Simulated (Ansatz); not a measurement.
The calculation's input:

```
crystal:
  lattice:
    - [6.3541852081, 0.0, 0.0]
    - [0.0, 6.3541852081, 0.0]
    - [0.0, 0.0, 13.9602485098]
  atoms:
    - { symbol: Sr, position: [0.0, 0.0, 0.0] }
    - { symbol: Sr, position: [0.5, 0.5, 0.0] }
    - { symbol: Sr, position: [0.0, 0.5, 0.4901474403] }
    - { symbol: Sr, position: [0.5, 0.0, 0.5098525597] }
    - { symbol: Sr, position: [0.0, 0.0, 0.3098456434] }
    - { symbol: Sr, position: [0.5, 0.5, 0.3098456434] }
    - { symbol: Sr, position: [0.5, 0.5, 0.6901543566] }
    - { symbol: Sr, position: [0.0, 0.0, 0.6901543566] }
    - { symbol: Yb, position: [0.0, 0.5, 0.1639364056] }
    - { symbol: Yb, position: [0.5, 0.0, 0.8360635944] }
basis:
  ecutwfc: 420
kpoints:
  mp_grid: { grid: [6, 6, 4] }
hamiltonian:
  xc: pbe
scf:
  occupations: { method: gaussian, width: 0.1 }
output:
  forces: true
  stress: true
  eigenvalues: true
  write_density: true
  write_potential: true
  elf: true
  volumetric_format: npy
relax:
  adjacent_minimum: "off"
  f_tol: 0.01
  max_steps: 80
  cell: { stress_tol: 0.05 }
```

Command:

```sh
ansatz run input.yaml --threads 1 --pin off --max-ram 2560MiB --backend cpu --events-out ev --progress --plain --runs-dir out
```

Below, planes, directions and counts refer to the conventional cell (a = 6.42 Å, b = 6.42 Å, c = 14.12 Å, α = 90.00°, β = 90.00°, γ = 90.00°).

The fields are those of the relaxed geometry.

Space group P4/nmm; a generated structure, not necessarily the stable one; computed without spin polarisation; no Hubbard U on the f states and no spin–orbit coupling.

Level of theory: Ansatz 0.2.0, DFT PBE, scalar-relativistic, plane waves, PAW.

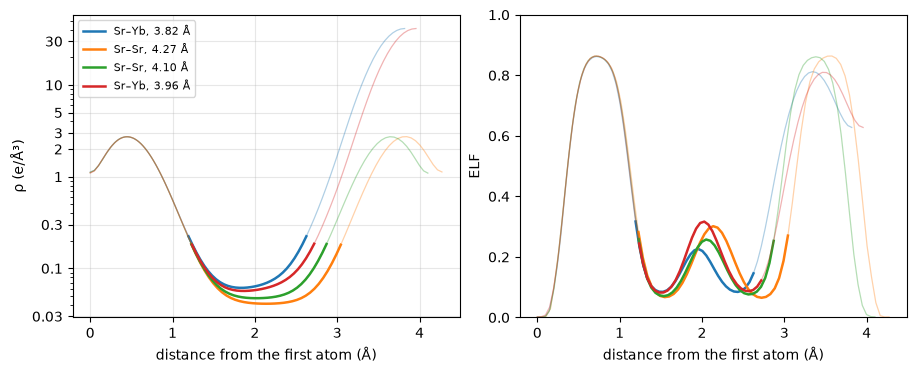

Sr4Yb. Valence pseudo-density and electron localisation function along straight lines between neighbouring atoms. Thin, pale parts lie inside the atomic spheres.

The density is the valence pseudo-density of a PAW calculation; it isn't the true density close to the nuclei.

Q: What can be read from the curves?

A: Sr–Yb (3.82 Å): the density is about 0.06 e/Å³ at the midpoint; the ELF is about 0.20 at the midpoint (no localised pair shows between them).
Sr–Sr (4.27 Å): ρ at the midpoint is about 0.04 e/Å³; the ELF is about 0.30 at the midpoint (no localised pair shows between them).
Sr–Sr (4.10 Å): the density is about 0.05 e/Å³ at the midpoint; the ELF is about 0.25 at the midpoint; no shared electron pair shows on this line.
Sr–Yb (3.96 Å): ρ is about 0.06 e/Å³ halfway; the ELF is about 0.30 at the midpoint: no shared electron pair shows on this line.
